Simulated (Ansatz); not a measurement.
CH10B2SSi2: several calculations on one system

Part 1: Relaxation

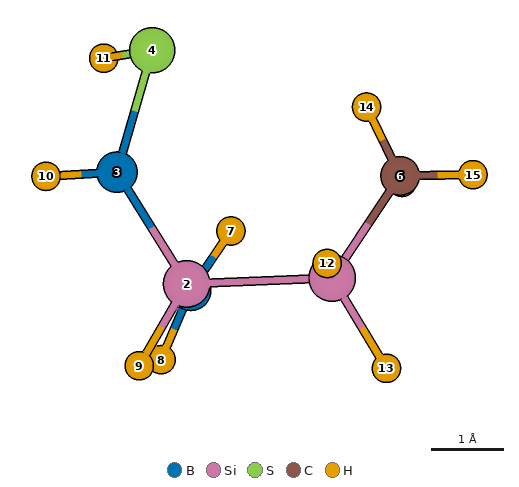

Starting structure of CH$_{10}$B$_{2}$SSi$_{2}$. Style: ball-and-stick. Shown at a tilt.

The run prepares an end point of a later path (torsion) calculation, from a guessed geometry.

All numbers below come from RKS B3LYP/STO-3G (Ansatz 0.2.0).

Input
```yaml
crystal:
  periodic: [false, false, false]
  atoms:
    - { symbol: B, position_ang: [-0.8044, -1.4309, -1.4581] }
    - { symbol: Si, position_ang: [0.5929, -0.1523, -1.1123] }
    - { symbol: B, position_ang: [1.8499, -0.9861, 0.0604] }
    - { symbol: S, position_ang: [1.4092, -1.6429, 1.7427] }
    - { symbol: Si, position_ang: [-0.2248, 1.6916, -0.1843] }
    - { symbol: C, position_ang: [-1.1797, 1.2686, 1.3738] }
    - { symbol: H, position_ang: [-1.486, -1.7894, -0.5745] }
    - { symbol: H, position_ang: [-1.0341, -1.7166, -2.5833] }
    - { symbol: H, position_ang: [1.2661, 0.2255, -2.3304] }
    - { symbol: H, position_ang: [3.0056, -1.1172, -0.25] }
    - { symbol: H, position_ang: [0.9927, -2.9038, 1.2145] }
    - { symbol: H, position_ang: [0.895, 2.615, 0.1976] }
    - { symbol: H, position_ang: [-1.1793, 2.3886, -1.1337] }
    - { symbol: H, position_ang: [-0.517, 0.8174, 2.1379] }
    - { symbol: H, position_ang: [-1.6404, 2.1525, 1.8054] }
    - { symbol: H, position_ang: [-1.9687, 0.5574, 1.1386] }
basis:
  gaussian: { orbitals: STO-3G }
hamiltonian:
  xc: b3lyp
relax:
  f_tol: 0.015
  max_steps: 40
```

Launched with:
```bash
ansatz run input.yaml --threads 1 --pin off --max-ram 2048MiB --backend cpu --events-out ev --progress --plain --runs-dir out
```

Where does the relaxation end?

Answer. The largest move after the best rigid fit is that of H11, 0.99 Å. By element the largest moves are H 0.99 Å, S 0.55 Å, B 0.14 Å, Si 0.14 Å, C 0.09 Å. Near-neighbour distances that change, for instance: B3–S4 1.859 → 1.746 Å, Si5–H13 1.516 → 1.448 Å, S4–H11 1.429 → 1.366 Å, Si2–Si5 2.220 → 2.279 Å. Bond angles that change, for instance: B1–Si2–B3 107.3° → 114.3°, B3–S4–H11 92.7° → 99.2°, H7–B1–H8 122.0° → 116.2°. Groups turn about B3–S4 by about 85°, Si2–B3 by about 20°. Over 13 accepted moves (14 points after the start) the energy falls by 1.560 eV. Largest force component: 2 eV/Å at the start, 0.0032 eV/Å at the end. The line search rejected the trial step at point 12 of the run.

The structure at the end:

```xyz
16

B    -0.8100   -1.4457   -1.5549
Si    0.6802   -0.2646   -1.1380
B     1.9742   -1.0130    0.1298
S     1.6405   -2.0703    1.4781
Si   -0.2442    1.5975   -0.2046
C    -1.1087    1.2441    1.4309
H    -1.3373   -2.0823   -0.7202
H    -1.2553   -1.5393   -2.6365
H     1.3454    0.1849   -2.3433
H     3.1048   -0.7281    0.0248
H     0.2911   -2.2090    1.3196
H     0.7831    2.5900    0.0293
H    -1.2070    2.1906   -1.1084
H    -0.4210    0.8082    2.1670
H    -1.5122    2.1680    1.8654
H    -1.9464    0.5462    1.3054
```

After the run, drawn alike:

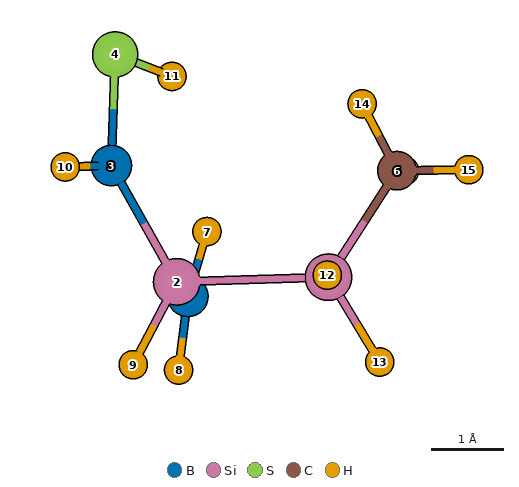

Limits of the set-up: STO-3G is a minimal basis, so the numbers are rough.

Part 2: Relaxation

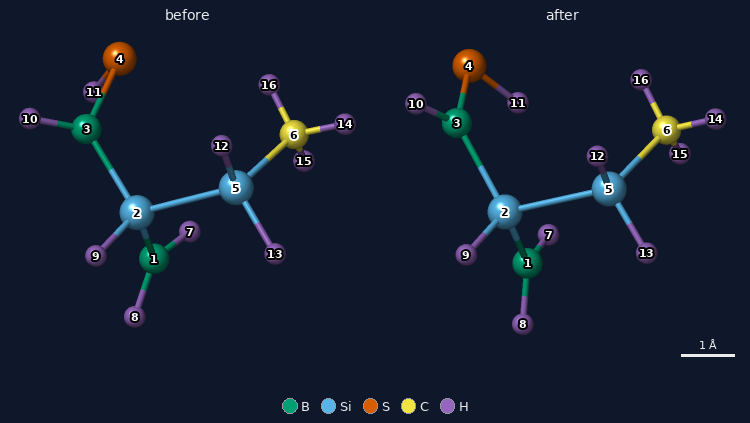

The structure of CH$_{10}$B$_{2}$SSi$_{2}$ before (left) and after (right) a relaxation, at one scale.

The picture is a ball-and-stick view, seen at a tilt.

The run prepares an end point of a later path (torsion) calculation, from a guessed geometry.

Method: RKS B3LYP/STO-3G (Ansatz).

The input:
```yaml
crystal:
  periodic: [false, false, false]
  atoms:
    - { symbol: B, position_ang: [-0.8044, -1.4309, -1.4581] }
    - { symbol: Si, position_ang: [0.5929, -0.1523, -1.1123] }
    - { symbol: B, position_ang: [1.8499, -0.9861, 0.0604] }
    - { symbol: S, position_ang: [1.4092, -1.6429, 1.7427] }
    - { symbol: Si, position_ang: [-0.2248, 1.6916, -0.1843] }
    - { symbol: C, position_ang: [-1.1797, 1.2686, 1.3738] }
    - { symbol: H, position_ang: [-1.486, -1.7894, -0.5745] }
    - { symbol: H, position_ang: [-1.0341, -1.7166, -2.5833] }
    - { symbol: H, position_ang: [1.2661, 0.2255, -2.3304] }
    - { symbol: H, position_ang: [3.0056, -1.1172, -0.25] }
    - { symbol: H, position_ang: [0.9927, -2.9038, 1.2145] }
    - { symbol: H, position_ang: [0.895, 2.615, 0.1976] }
    - { symbol: H, position_ang: [-1.1793, 2.3886, -1.1337] }
    - { symbol: H, position_ang: [-1.64045, 2.1728, 1.81735] }
    - { symbol: H, position_ang: [-1.97013, 0.55234, 1.1689] }
    - { symbol: H, position_ang: [-0.50765, 0.82889, 2.10773] }
basis:
  gaussian: { orbitals: STO-3G }
hamiltonian:
  xc: b3lyp
relax:
  f_tol: 0.015
  max_steps: 40
output:
  orbitals: {}
```

Launched with:
```bash
ansatz run input.yaml --threads 1 --pin off --max-ram 2048MiB --backend cpu --events-out ev --progress --plain --runs-dir out
```

### Describe what moved and what it gained.

After 13 accepted moves (14 points after the start) the energy has fallen by 36.0 kcal/mol. The largest force component goes from 1.9 to 0.011 eV/Å. The line search rejected the trial step at point 12 of the run. The largest move after the best rigid fit is that of H11, 1.00 Å. By element the largest moves are H 1.00 Å, S 0.55 Å, B 0.14 Å, Si 0.14 Å, C 0.10 Å. Near-neighbour distances that change, for instance: B3–S4 1.859 → 1.746 Å, Si5–H13 1.516 → 1.448 Å, S4–H11 1.429 → 1.366 Å, Si2–Si5 2.220 → 2.279 Å. Bond angles that change, for instance: B1–Si2–B3 107.3° → 114.3°, B3–S4–H11 92.7° → 99.2°, H7–B1–H8 122.0° → 116.2°. Groups turn about B3–S4 by about 85°, Si2–B3 by about 20°. Cost: 80 s on 1 thread of Arm Neoverse V1 (shared host), peak memory 0.16 GiB.

Limits of the set-up: STO-3G is a minimal basis, so the numbers are rough.

Part 3: Path

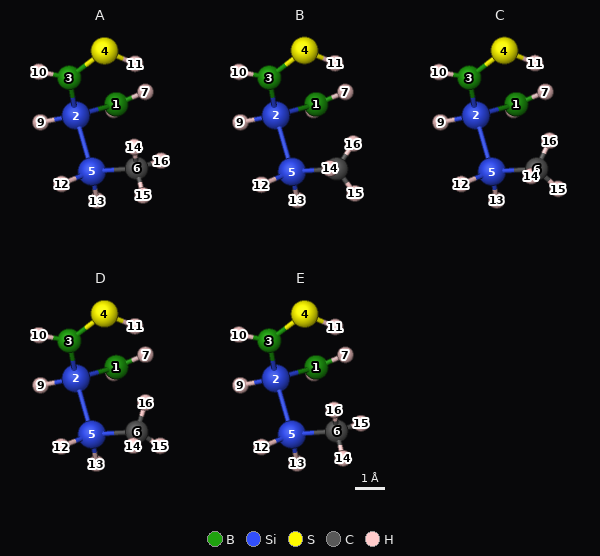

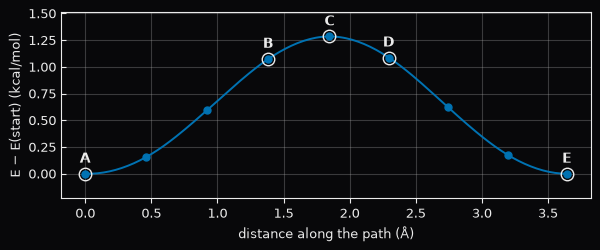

NEB run on CH10B2SSi2. Images are numbered from 0 (start) to 8 (end). Frames A to E are images 0, 3, 4, 5, 8. A ball-and-stick model, seen from a free direction.

These are results of RKS B3LYP/STO-3G in Ansatz, not measurements.

The input:
```yaml
crystal:
  periodic: [false, false, false]
  atoms:
    - { symbol: B, position_ang: [-0.804117, -1.450679, -1.553301] }
    - { symbol: Si, position_ang: [0.682727, -0.265316, -1.136332] }
    - { symbol: B, position_ang: [1.976233, -1.008251, 0.135147] }
    - { symbol: S, position_ang: [1.642631, -2.063621, 1.485016] }
    - { symbol: Si, position_ang: [-0.247465, 1.596477, -0.208281] }
    - { symbol: C, position_ang: [-1.113916, 1.244471, 1.42654] }
    - { symbol: H, position_ang: [-1.331397, -2.086758, -0.718279] }
    - { symbol: H, position_ang: [-1.24741, -1.547438, -2.635511] }
    - { symbol: H, position_ang: [1.348889, 0.183241, -2.341365] }
    - { symbol: H, position_ang: [3.106365, -0.721053, 0.031462] }
    - { symbol: H, position_ang: [0.293839, -2.205624, 1.324547] }
    - { symbol: H, position_ang: [0.77721, 2.591841, 0.025369] }
    - { symbol: H, position_ang: [-1.210069, 2.185649, -1.114859] }
    - { symbol: H, position_ang: [-0.426501, 0.811629, 2.164687] }
    - { symbol: H, position_ang: [-1.520191, 2.168356, 1.858453] }
    - { symbol: H, position_ang: [-1.949828, 0.544475, 1.301005] }
basis:
  gaussian: { orbitals: STO-3G }
hamiltonian:
  xc: b3lyp
neb:
  order_check: false
  images: 7
  f_tol: 0.03
  max_iterations: 33
  initial_path: idpp
  final_atoms:
    - { symbol: B, position_ang: [-0.85500621, -1.39075856, -1.57862024] }
    - { symbol: Si, position_ang: [0.6736954, -0.26711228, -1.14328731] }
    - { symbol: B, position_ang: [1.93995824, -1.07782522, 0.11405625] }
    - { symbol: S, position_ang: [1.56722466, -2.14177633, 1.44686055] }
    - { symbol: Si, position_ang: [-0.19204925, 1.60724048, -0.17893279] }
    - { symbol: C, position_ang: [-1.06707655, 1.25261977, 1.45063466] }
    - { symbol: H, position_ang: [-1.40132902, -2.02491808, -0.75412242] }
    - { symbol: H, position_ang: [-1.30474801, -1.4514832, -2.66108153] }
    - { symbol: H, position_ang: [1.35461674, 0.17977453, -2.34072444] }
    - { symbol: H, position_ang: [3.0800529, -0.83153468, 0.01380741] }
    - { symbol: H, position_ang: [0.21436552, -2.23162517, 1.28421696] }
    - { symbol: H, position_ang: [0.86465709, 2.56456793, 0.07061201] }
    - { symbol: H, position_ang: [-1.13642843, 2.24360854, -1.07262741] }
    - { symbol: H, position_ang: [-1.44802135, 2.17997098, 1.89816786] }
    - { symbol: H, position_ang: [-1.92159035, 0.57749442, 1.31443354] }
    - { symbol: H, position_ang: [-0.39132138, 0.78915586, 2.18090488] }
```

Launched with:
```bash
ansatz run input.yaml --threads 1 --pin off --max-ram 2048MiB --backend cpu --events-out ev --progress --plain --runs-dir out
```

What happens along the path, and what is the barrier?

The motion is a rotation about the C–Si bond by about 120°. No bond forms or breaks between the ends. The barrier is about 1.28 kcal/mol in both directions, with image 4 at the top; the ends have the same energy. The band converged in 5 iterations. The largest component of the band force went from 0.95 to 0.024 eV/Å. The climbing image converged on the top of the path. Its vibrational analysis gives one imaginary mode (150i cm⁻¹), as a transition state must have.

Limits of the set-up: STO-3G is a minimal basis, so the numbers are rough.

Cost: 3.1 min on 1 thread of Arm Neoverse V1, on a shared host, peak memory 0.14 GiB.
